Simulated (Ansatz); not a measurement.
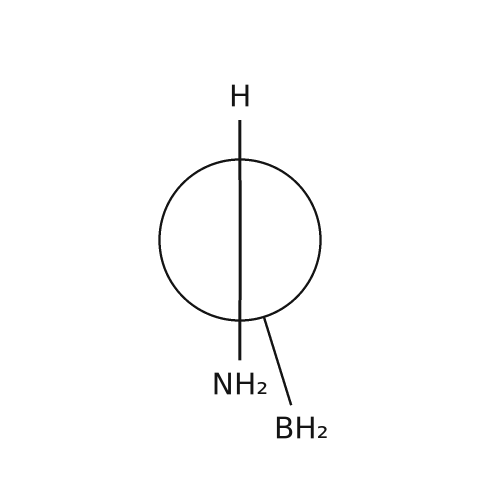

A Newman projection along the Al–S bond, aluminium in front; angles are drawn as computed, but eclipsed bonds slightly apart. The geometry was computed by an optimisation with PBE0-D4/def2-TZVP.

Which molecule is it?

Answer. AlBH5NS, B[S][AlH][NH2]

What is the torsion angle from the front NH2 to the back BH2? The sign is positive where the front bond must turn clockwise to cover the back bond.

Answer. 0°, synperiplanar (eclipsed).
